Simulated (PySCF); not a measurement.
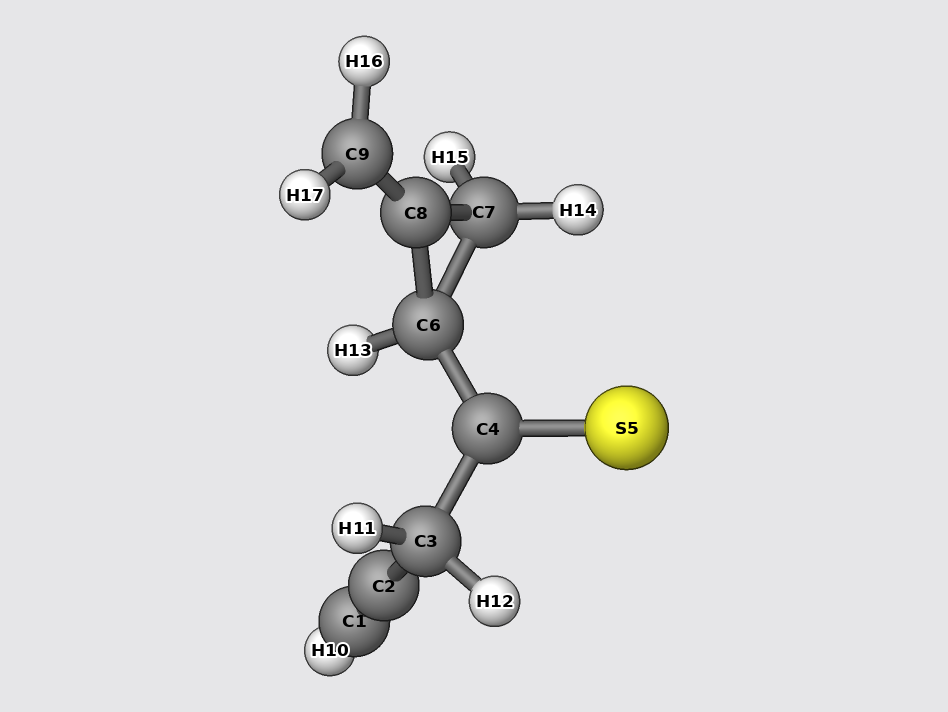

Geometry: a frame of a GFN2-xTB molecular-dynamics simulation, not a minimum. Level of theory: GIAO PBE0/pcSseg-1 NMR shielding, non-relativistic, gas phase (PySCF 2.14.0). Principal shieldings σ11 ≤ σ22 ≤ σ33, span Ω = σ33 − σ11, skew κ = 3(σiso − σ22)/Ω.

Give the shielding tensors of the S atoms.

| atom | σ11 | σ22 | σ33 | σiso | Ω | κ |
| --- | --- | --- | --- | --- | --- | --- |
| S5 | −1691.2 | −469.6 | 560.3 | −533.5 | 2251.5 | −0.09 |

Shieldings and span in ppm.
